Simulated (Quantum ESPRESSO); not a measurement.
# Magnetic state of NaMnCl3 from several starts, part 2 of 2

A self-consistent run ends on one state, which hangs on the start. Several orders of NaMnCl3 are started in Quantum ESPRESSO and their energies compared.

Quantum ESPRESSO 7.5; PBEsol; plane waves with GBRV 1.5 PBEsol potentials, no spin-orbit coupling.

So far, absolute magnetization (μB): step 2 (start 1: ferro ++) 10.0.

## 3. Run 2 (antiferro +−)

pw.in reads:

```
&CONTROL
  calculation = 'scf'
  prefix = 'pwscf'
  outdir = './tmp'
  pseudo_dir = './pseudo'
  disk_io = 'nowf'
/
&SYSTEM
  ibrav = 0
  celldm(1) = 8
  nat = 10
  ntyp = 4
  ecutwfc = 40
  ecutrho = 280
  nbnd = 59
  occupations = 'smearing'
  smearing = 'fd'
  degauss = 0.00367493
  nspin = 2
  starting_magnetization(1) = 0
  starting_magnetization(2) = 0.3
  starting_magnetization(3) = -0.3
  starting_magnetization(4) = 0
/
&ELECTRONS
  conv_thr = 2d-08
  electron_maxstep = 150
  mixing_beta = 0.3
/
ATOMIC_SPECIES
Na     22.9898 na_pbesol_v1.5.uspp.F.UPF
Mn1    54.9380 mn_pbesol_v1.5.uspp.F.UPF
Mn2    54.9380 mn_pbesol_v1.5.uspp.F.UPF
Cl     35.4500 cl_pbesol_v1.4.uspp.F.UPF
CELL_PARAMETERS alat
   0.7784490554630    0.4494377717186    1.4666636884752
  -0.7784490554630    0.4494377717186    1.4666636884752
   0.0000000000000   -0.8988755434372    1.4666636884752
ATOMIC_POSITIONS crystal
Na      0.1449000000    0.1449000000    0.1449000000
Na      0.8551000000    0.8551000000    0.8551000000
Mn1     0.3407000000    0.3407000000    0.3407000000
Mn2     0.6593000000    0.6593000000    0.6593000000
Cl      0.4490000000    0.7169000000    0.0672000000
Cl      0.0672000000    0.4490000000    0.7169000000
Cl      0.7169000000    0.0672000000    0.4490000000
Cl      0.5510000000    0.2831000000    0.9328000000
Cl      0.9328000000    0.5510000000    0.2831000000
Cl      0.2831000000    0.9328000000    0.5510000000
K_POINTS automatic
4 4 4 0 0 0
```

Command:

```bash
OMP_NUM_THREADS=1 mpirun -n 4 pw.x -nk 4 -in pw.in > pw.out
```

The program printed:

```text
[banner, memory and clock lines left out]
Program PWSCF v.7.5 starts

     Message from routine setup:
     using ibrav=0 with symmetry is DISCOURAGED, use correct ibrav instead

     bravais-lattice index     =            0
     lattice parameter (alat)  =       8.0000  a.u.
     unit-cell volume          =    1576.3459 (a.u.)^3
     number of atoms/cell      =           10
     number of atomic types    =            4
     number of electrons       =        90.00
     number of Kohn-Sham states=           59
     kinetic-energy cutoff     =      40.0000  Ry
     charge density cutoff     =     280.0000  Ry
     scf convergence threshold =      2.0E-08
     mixing beta               =       0.3000
     number of iterations used =            8  plain     mixing
     Exchange-correlation= SLA  PW   PSX  PSC
                           (   1   4  10   8   0   0   0)

     celldm(1)=   8.000000  celldm(2)=   0.000000  celldm(3)=   0.000000
     celldm(4)=   0.000000  celldm(5)=   0.000000  celldm(6)=   0.000000

     crystal axes: (cart. coord. in units of alat)
               a(1) = (   0.778449   0.449438   1.466664 )
               a(2) = (  -0.778449   0.449438   1.466664 )
               a(3) = (   0.000000  -0.898876   1.466664 )

     reciprocal axes: (cart. coord. in units 2 pi/alat)
               b(1) = (  0.642303  0.370834  0.227273 )
               b(2) = ( -0.642303  0.370834  0.227273 )
               b(3) = (  0.000000 -0.741667  0.227273 )

     PseudoPot. # 1 for Na read from file:
     na_pbesol_v1.5.uspp.F.UPF
     Pseudo is Ultrasoft, Zval =  9.0

     PseudoPot. # 2 for Mn read from file:
     mn_pbesol_v1.5.uspp.F.UPF
     Pseudo is Ultrasoft + core correction, Zval = 15.0

     PseudoPot. # 3 for Mn read from file:
     mn_pbesol_v1.5.uspp.F.UPF
     Pseudo is Ultrasoft + core correction, Zval = 15.0

     PseudoPot. # 4 for Cl read from file:
     cl_pbesol_v1.4.uspp.F.UPF
     Pseudo is Ultrasoft + core correction, Zval =  7.0

     atomic species   valence    mass     pseudopotential
     Na                9.00    22.98980     Na( 1.00)
     Mn1              15.00    54.93800     Mn( 1.00)
     Mn2              15.00    54.93800     Mn( 1.00)
     Cl                7.00    35.45000     Cl( 1.00)

     Starting magnetic structure
     atomic species   magnetization
     Na              0.000
     Mn1             0.300
     Mn2            -0.300
     Cl              0.000

      3 Sym. Ops. (no inversion) found

   Cartesian axes

     site n.     atom                  positions (alat units)
         1        Na     tau(   1) = (   0.0000000  -0.0000000   0.6375587  )
         2        Na     tau(   2) = (   0.0000000  -0.0000000   3.7624324  )
         3        Mn1    tau(   3) = (   0.0000000   0.0000000   1.4990770  )
         4        Mn2    tau(   4) = (   0.0000000   0.0000000   2.9009141  )
         5        Cl     tau(   5) = (  -0.2085465   0.4635951   1.8085430  )
         6        Cl     tau(   6) = (  -0.2972118  -0.4124041   1.8085430  )
         7        Cl     tau(   7) = (   0.5057584  -0.0511910   1.8085430  )
         8        Cl     tau(   8) = (   0.2085465  -0.4635951   2.5914481  )
         9        Cl     tau(   9) = (   0.2972118   0.4124041   2.5914481  )
        10        Cl     tau(  10) = (  -0.5057584   0.0511910   2.5914481  )

     number of k points=    14  Fermi-Dirac smearing, width (Ry)=  0.0037
                       cart. coord. in units 2pi/alat
        k(    1) = (   0.0000000   0.0000000   0.0000000), wk =   0.0156250
        k(    2) = (   0.0000000  -0.1854168   0.0568183), wk =   0.0937500
        k(    3) = (   0.0000000   0.3708337  -0.1136366), wk =   0.0468750
        k(    4) = (  -0.1605757  -0.0927084   0.1136366), wk =   0.0937500
        k(    5) = (  -0.1605757   0.4635421  -0.0568183), wk =   0.0937500
        [... 9 further k-points ...]

     Dense  grid:   124791 G-vectors     FFT dimensions: (  75,  75,  75)

     Smooth grid:    53855 G-vectors     FFT dimensions: (  60,  60,  60)

     Check: negative core charge=   -0.000017
     Generating pointlists ...
     new r_m :   0.2649 (alat units)  2.1192 (a.u.) for type    1
     new r_m :   0.2455 (alat units)  1.9639 (a.u.) for type    2
     new r_m :   0.2455 (alat units)  1.9639 (a.u.) for type    3
     new r_m :   0.2455 (alat units)  1.9639 (a.u.) for type    4

     Initial potential from superposition of free atoms

     starting charge      88.9869, renormalised to      90.0000

     negative rho (up, down):  4.648E-02 4.648E-02
     Starting wfcs are   60 randomized atomic wfcs

     Self-consistent Calculation

     iteration #  1     ecut=    40.00 Ry     beta= 0.30
     Davidson diagonalization with overlap
     ethr =  1.00E-02,  avg # of iterations =  6.0

     Threshold (ethr) on eigenvalues was too large:
     Diagonalizing with lowered threshold

     Davidson diagonalization with overlap
     ethr =  3.29E-04,  avg # of iterations =  5.5

     negative rho (up, down):  4.647E-02 4.647E-02

     total energy              =    -812.63934962 Ry
     estimated scf accuracy    <       0.29691317 Ry

     total magnetization       =    -0.00 Bohr mag/cell
     absolute magnetization    =     9.52 Bohr mag/cell

     iteration #  2     ecut=    40.00 Ry     beta= 0.30
     Davidson diagonalization with overlap
     ethr =  3.30E-04,  avg # of iterations =  2.0

     negative rho (up, down):  4.599E-02 4.598E-02

     total energy              =    -812.66537758 Ry
     estimated scf accuracy    <       0.06119494 Ry

     total magnetization       =     0.00 Bohr mag/cell
     absolute magnetization    =     9.46 Bohr mag/cell

     [... further iterations left out ...]

     iteration # 10     ecut=    40.00 Ry     beta= 0.30
     Davidson diagonalization with overlap
     ethr =  2.44E-10,  avg # of iterations =  3.8

     negative rho (up, down):  4.457E-02 4.457E-02

     total energy              =    -812.68049490 Ry
     estimated scf accuracy    <       0.00000003 Ry

     total magnetization       =    -0.00 Bohr mag/cell
     absolute magnetization    =     9.56 Bohr mag/cell

     iteration # 11     ecut=    40.00 Ry     beta= 0.30
     Davidson diagonalization with overlap
     ethr =  3.71E-11,  avg # of iterations =  3.4

     negative rho (up, down):  4.456E-02 4.456E-02

     Magnetic moment per site  (integrated on atomic sphere of radius R)
     atom   1 (R=0.265)  charge=  8.0981  magn= -0.0019
     atom   2 (R=0.265)  charge=  8.0981  magn=  0.0019
     atom   3 (R=0.245)  charge= 13.0174  magn=  4.3473
     atom   4 (R=0.245)  charge= 13.0174  magn= -4.3473
     atom   5 (R=0.245)  charge=  5.5458  magn=  0.0032
     atom   6 (R=0.245)  charge=  5.5458  magn=  0.0032
     atom   7 (R=0.245)  charge=  5.5458  magn=  0.0032
     atom   8 (R=0.245)  charge=  5.5458  magn= -0.0032
     atom   9 (R=0.245)  charge=  5.5458  magn= -0.0032
     atom  10 (R=0.245)  charge=  5.5458  magn= -0.0032

     End of self-consistent calculation

     [... lines left out ...]
     the Fermi energy is     4.6775 ev

!    total energy              =    -812.68049506 Ry
     estimated scf accuracy    <       0.00000001 Ry
     smearing contrib. (-TS)   =      -0.00000000 Ry
     internal energy E=F+TS    =    -812.68049506 Ry

     The total energy is F=E-TS. E is the sum of the following terms:
     one-electron contribution =    -558.00757189 Ry
     hartree contribution      =     303.51907005 Ry
     xc contribution           =    -137.43001418 Ry
     ewald contribution        =    -420.76197905 Ry

     total magnetization       =    -0.00 Bohr mag/cell
     absolute magnetization    =     9.56 Bohr mag/cell

     convergence has been achieved in  11 iterations
```

Wall time 2 min (4 MPI ranks of Arm Neoverse V1, shared host); peak memory 1.1 GiB; 7.8 min of CPU time.

Spin moment in the atom's sphere by atom:

```tsv
atom	spin moment in the atom's sphere (μB)
Na1	0.00
Na2	0.00
Mn3	4.35
Mn4	-4.35
Cl5	0.00
Cl6	0.00
Cl7	0.00
Cl8	0.00
Cl9	0.00
Cl10	0.00
```

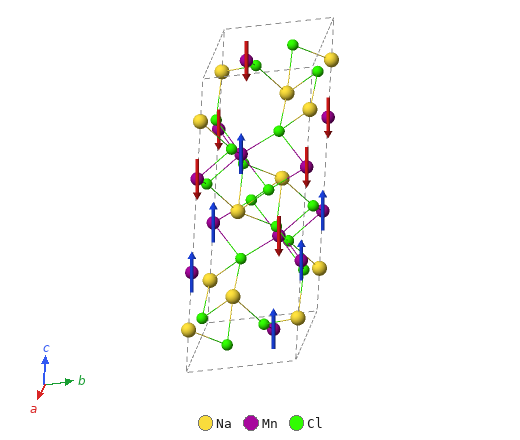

Spin moment in the atom's sphere as arrows, the longest 4.35 μB. Up and down stand for the sign. Arrows give size and sign along the axis of quantisation, drawn up and down the page. The two directions have two colours. Bonds to atoms that aren't drawn are left out. Some periodic images of atoms are drawn too.

This step gave:

```yaml
smearing_term_ts: 4.76e-11 eV
magnetization: 0 μB
absolute_magnetization: 9.555 μB
final_state: antiferromagnetic
```

## 4. Energies of the orders

An order is kept where moments of 0.15 μB or more survive with the typed signs; meshes match where a doubled cell samples the same k points as the first cell.

Orders:

```tsv
start	final state	typed order kept	energy over the lowest (meV a seeded atom)	largest site moment (μB)	net moment (μB a cell of the first run)	mesh matched	CPU time (s)
ferro ++	ferromagnetic	yes	5.243	4.361	10	yes	492.9
antiferro +-	antiferromagnetic	yes	0	4.347	0	yes	468.3
```

## 5. Outcome

- lowest state found: antiferromagnetic (from antiferro +-)
- largest site moment: 4.35 μB
- next state with moments: ferromagnetic, 5.24 meV a seeded atom higher

**Reading.** This is the lowest of 2 collinear or spinless starts, no proof of the ground state. No Hubbard term acts here. In such compounds local and semilocal functionals without one often delocalise the d electrons, and can shrink or lose moments and miss the size, sign and order of the couplings.

[Logs and program files are shortened in this print: banners, set-up blocks, solver, clock and traceback lines can be left out without a mark of their own.]

[Logs are printed without paths, hosts, clocks, repeated set-up lines and the standing remarks that a program may print on its own settings, such as how far it seeks lower states.]

[Hosts, paths, dates, database ids (printed as entryN), source tags and the programs' standing remarks are cut or masked in the printed files.]

[Where a cell is said to come from a database of computed structures, the database is the Materials Project.]
